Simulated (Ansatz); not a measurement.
**CH6BFN2: how energies converge with the basis set**

Aim: see how fast density functionals converge with the basis set for CH6BFN2.

The runs use Ansatz 0.2.0, Gaussian basis; one geometry, several basis sets.

The runs, in order: PBE0-D4/def2-SVP; ωB97M-V/def2-SVP; PBE0-D4/def2-QZVPP; ωB97M-V/def2-QZVPP; the functionals' def2-TZVPP values are taken from earlier runs.

## (1) Structure used throughout

An earlier PBE0-D4 in a triple-zeta def2 set relaxation fixed the geometry.

11 atoms, charge 0, spin multiplicity 1.

Atoms are counted from 1 here; the program's logs count them from 0.

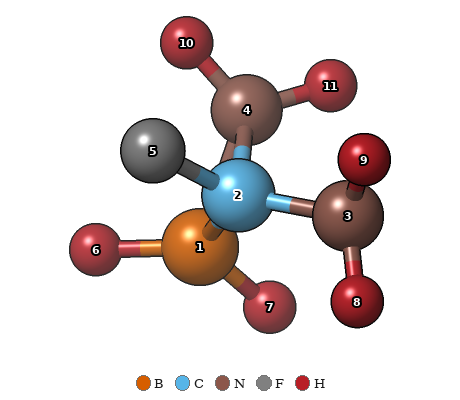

The structure; boron orange, carbon blue, nitrogen brown, fluorine grey, hydrogen red; atoms are numbered from 1 in the order of the file.

## (2) PBE0-D4 in def2-SVP

in.yaml reads:

```yaml
crystal:
  periodic: [false, false, false]
  atoms:
    - {symbol: B, position_ang: [-0.848102, 0.871941, -0.416063]}
    - {symbol: C, position_ang: [0.283262, 0.147172, 0.367651]}
    - {symbol: N, position_ang: [0.100563, -0.959067, 1.194822]}
    - {symbol: N, position_ang: [0.199872, -0.190766, -1.088344]}
    - {symbol: F, position_ang: [1.497220, 0.781342, 0.568798]}
    - {symbol: H, position_ang: [-0.634347, 1.987366, -0.787443]}
    - {symbol: H, position_ang: [-1.961678, 0.443855, -0.339274]}
    - {symbol: H, position_ang: [-0.423401, -0.730507, 2.025527]}
    - {symbol: H, position_ang: [0.968186, -1.422608, 1.436341]}
    - {symbol: H, position_ang: [0.956877, 0.157168, -1.658495]}
    - {symbol: H, position_ang: [-0.073152, -1.142895, -1.282720]}
basis:
  gaussian: {orbitals: def2-SVP}
hamiltonian: {xc: pbe0, dispersion: d4}
output: {orbitals: {seedname: orbitals}}
```

Command:

```console
> ansatz run in.yaml --threads 4 --pin off --events-out ev --progress --plain --max-ram 10444MiB
```

The program printed:

```text
Functional definition: PBE0
  name "PBE0"
  cite "Adamo & Barone, J. Chem. Phys. 110, 6158 (1999) doi:10.1063/1.478522"
  cite "Perdew, Burke & Ernzerhof, Phys. Rev. Lett. 77, 3865 (1996) doi:10.1103/PhysRevLett.77.3865"
  parent pbe
  parameter a = 0.25
  parameter kappa = 0.804
  parameter beta = 0.06672455060314922
  exchange = (1 - a)*pbe_x(kappa = kappa, mu = beta*pi^2/3) + a*exact_x
  correlation = pbe_c(beta = beta)
1152 factors; their error is unknown
mean field evaluation 1: about -7488.1787 eV, gradient 5.2e1 eV
mean field evaluation 2: about -7486.9418 eV, gradient 5.8e1 eV
mean field evaluation 4: about -7493.9568 eV, gradient 2.0e0 eV
mean field evaluation 8: about -7493.9622 eV, gradient 2.4e-2 eV
mean field evaluation 16: about -7493.9445 eV, gradient 2.0e-5 eV
mean field -7493.94445648 eV, -275.3973791978 hartree, gradient 2.0e-5 eV, S^2 0.000000; 0 other end points of the search recorded, 0 dependent functions left out
reference -7493.94448140 eV, -275.3973801133 hartree; 20, 20 occupied and 80, 80 virtual orbitals, 1152 factors
Total energy: -7494.09817516 eV, -275.4030282548 hartree
```

Wall time 0.9 s (4 threads of Intel Xeon Platinum 8259CL at 2.50GHz, shared host).

## (3) ωB97M-V in def2-SVP

Changes to in.yaml since step 2:

```diff
@@ -16,3 +16,3 @@
   gaussian: {orbitals: def2-SVP}
-hamiltonian: {xc: pbe0, dispersion: d4}
+hamiltonian: {xc: {name: wB97M-V}}
 output: {orbitals: {seedname: orbitals}}
```

Launched as before.

The program printed, cut to the lines that bear on the results:

```text
Functional definition: wB97M-V
  name "wB97M-V"
  cite "Mardirossian & Head-Gordon, J. Chem. Phys. 144, 214110 (2016) doi:10.1063/1.4952647"
  cite "Becke, J. Chem. Phys. 107, 8554 (1997) doi:10.1063/1.475007"
  cite "Vydrov & Van Voorhis, J. Chem. Phys. 133, 244103 (2010) doi:10.1063/1.3521275"
  # Of w^i u^j: cxij and so on, Table III.
[...]
  gx(w, u) = 1 - cx + cx01*u + cx10*w
  gss(w, u) = css00 + css04*u^4 + css10*w + css20*w^2 + css43*w^4*u^3
  gos(w, u) = cos00 + cos10*w + (cos20 + cos21*u)*w^2 + (cos60 + cos61*u)*w^6
[...]
      + integral(e_c_pw_mod_opposite_spin*gos(b97_w_opposite, b97_u_opposite)) + vv10(b, c)
1152 factors; their error is unknown
278 factors; integrals over basis functions are off by at most 9.1e-6 eV
[...]
mean field -7499.20337886 eV, -275.5906410306 hartree, gradient 1.6e-5 eV, S^2 0.000000; 0 other end points of the search recorded, 0 dependent functions left out
reference -7499.20341778 eV, -275.5906424606 hartree; 20, 20 occupied and 80, 80 virtual orbitals, 1152 factors
Total energy: -7499.20341778 eV, -275.5906424606 hartree
```

It took 2.8 s on 4 threads of Intel Xeon Platinum 8259CL at 2.50GHz, shared host; peak memory 0.3 GiB.

## (4) PBE0-D4 in def2-QZVPP

Changes to in.yaml since step 3:

```diff
@@ -15,4 +15,4 @@
 basis:
-  gaussian: {orbitals: def2-SVP}
-hamiltonian: {xc: {name: wB97M-V}}
+  gaussian: {orbitals: "def2-QZVPP.json"}
+hamiltonian: {xc: pbe0, dispersion: d4}
 output: {orbitals: {seedname: orbitals}}
```

Same command.

The program printed:

```text
Functional definition: PBE0
  name "PBE0"
  cite "Adamo & Barone, J. Chem. Phys. 110, 6158 (1999) doi:10.1063/1.478522"
  cite "Perdew, Burke & Ernzerhof, Phys. Rev. Lett. 77, 3865 (1996) doi:10.1103/PhysRevLett.77.3865"
  parent pbe
  parameter a = 0.25
  parameter kappa = 0.804
  parameter beta = 0.06672455060314922
  exchange = (1 - a)*pbe_x(kappa = kappa, mu = beta*pi^2/3) + a*exact_x
  correlation = pbe_c(beta = beta)
1285 factors; their error is unknown
mean field evaluation 1: about -7494.1414 eV, gradient 6.8e1 eV
mean field evaluation 2: about -7488.7205 eV, gradient 8.3e1 eV
mean field evaluation 4: about -7503.0638 eV, gradient 4.7e0 eV
mean field evaluation 8: about -7503.0939 eV, gradient 4.3e-2 eV
mean field evaluation 16: about -7503.0943 eV, gradient 8.0e-5 eV
mean field -7503.09429796 eV, -275.7336296700 hartree, gradient 8.0e-5 eV, S^2 0.000000; 0 other end points of the search recorded, 0 dependent functions left out
reference -7503.09433471 eV, -275.7336310205 hartree; 20, 20 occupied and 445, 445 virtual orbitals, 1285 factors
Total energy: -7503.24802847 eV, -275.7392791621 hartree
```

Run time: 6 s. Hardware: 4 threads of Intel Xeon Platinum 8259CL at 2.50GHz, shared host; peak memory 1.4 GiB.

## (5) ωB97M-V in def2-QZVPP

Changes to in.yaml since step 4:

```diff
@@ -16,3 +16,3 @@
   gaussian: {orbitals: "def2-QZVPP.json"}
-hamiltonian: {xc: pbe0, dispersion: d4}
+hamiltonian: {xc: {name: wB97M-V}}
 output: {orbitals: {seedname: orbitals}}
```

Same command.

The program printed, cut to the lines that bear on the results:

```text
Functional definition: wB97M-V
  name "wB97M-V"
  cite "Mardirossian & Head-Gordon, J. Chem. Phys. 144, 214110 (2016) doi:10.1063/1.4952647"
  cite "Becke, J. Chem. Phys. 107, 8554 (1997) doi:10.1063/1.475007"
  cite "Vydrov & Van Voorhis, J. Chem. Phys. 133, 244103 (2010) doi:10.1063/1.3521275"
  # Of w^i u^j: cxij and so on, Table III.
[...]
  gx(w, u) = 1 - cx + cx01*u + cx10*w
  gss(w, u) = css00 + css04*u^4 + css10*w + css20*w^2 + css43*w^4*u^3
  gos(w, u) = cos00 + cos10*w + (cos20 + cos21*u)*w^2 + (cos60 + cos61*u)*w^6
[...]
      + integral(e_c_pw_mod_opposite_spin*gos(b97_w_opposite, b97_u_opposite)) + vv10(b, c)
1285 factors; their error is unknown
362 factors; integrals over basis functions are off by at most 8.8e-6 eV
[...]
mean field -7508.62970814 eV, -275.9370522422 hartree, gradient 2.1e-5 eV, S^2 0.000000; 0 other end points of the search recorded, 0 dependent functions left out
reference -7508.62976737 eV, -275.9370544189 hartree; 20, 20 occupied and 445, 445 virtual orbitals, 1285 factors
Total energy: -7508.62976737 eV, -275.9370544189 hartree
```

It took 14 s on 4 threads of Intel Xeon Platinum 8259CL at 2.50GHz, shared host; peak memory 1.8 GiB.

## (6) Density functionals: the series

The def2-TZVPP values come from earlier runs at the same geometry.

| functional | basis | functions | energy (eV) | from the largest (eV) | HOMO (eV) | LUMO (eV) |
| --- | --- | --- | --- | --- | --- | --- |
| PBE0-D4 | def2-SVP | 100 | -7494.0982 | 9.150 | -7.48 | 1.46 |
| PBE0-D4 | def2-TZVPP | 239 | -7502.8337 | 0.414 | -7.64 | 0.71 |
| PBE0-D4 | def2-QZVPP | 465 | -7503.2480 | 0.000 | -7.68 | 0.30 |
| ωB97M-V | def2-SVP | 100 | -7499.2034 | 9.426 | -9.83 | 3.10 |
| ωB97M-V | def2-TZVPP | 239 | -7508.2433 | 0.386 | -10.01 | 2.07 |
| ωB97M-V | def2-QZVPP | 465 | -7508.6298 | 0.000 | -10.04 | 1.40 |

## (7) Outcome

| quantity | value |
| --- | --- |
| PBE0-D4: double and triple zeta above quadruple | 9.15, 0.41 eV |
| ωB97M-V: double and triple zeta above quadruple | 9.43, 0.39 eV |

**Reading.** PBE0-D4 gains 8.74 eV from double to triple zeta, then 0.41 eV more. These are total energies; as a rule much of such shifts cancels in differences, which this series doesn't test. The LUMO of ωB97M-V is positive and keeps falling with the basis (3.10 to 1.40 eV): an unbound level that the basis holds in place.

For PBE0-D4 the largest set took about 7 times as long as the smallest (6 s against 0.9 s).
